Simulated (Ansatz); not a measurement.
**A computed series for MoSi2: pressure series**

The reference is MoSi$_{2}$ (space group I4/mmm, No. 139).

```
MoSi2
1.0
   -1.59511     1.59511     3.91030
    1.59511    -1.59511     3.91030
    1.59511     1.59511    -3.91030
Si Mo
2 1
Direct
  0.66491   0.66491   0.00000
  0.33509   0.33509   0.00000
  0.00000   0.00000   0.00000
```

Cell and atoms are relaxed at each pressure.

Calculations: DFT with PBEsol, PAW potentials and a 420 eV plane-wave cutoff in Ansatz (an electronic-structure program), scalar-relativistic without spin-orbit coupling.

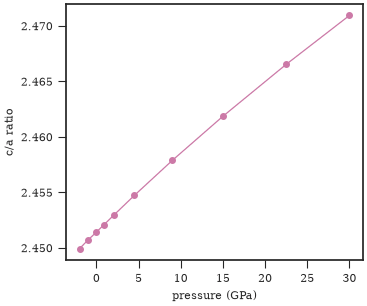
*c/a ratio against pressure*

From the plot, what is the c/a ratio for pressure 15 GPa?

About 2.462.

Is the trend monotonic over the range shown?

Yes, it rises throughout, spanning 2.450 to 2.471.

Load acts through the strain it causes; cell and atoms are relaxed under it. No phonon test of stability was made. Competing high-pressure phases were not computed. All final runs are without spin polarisation.
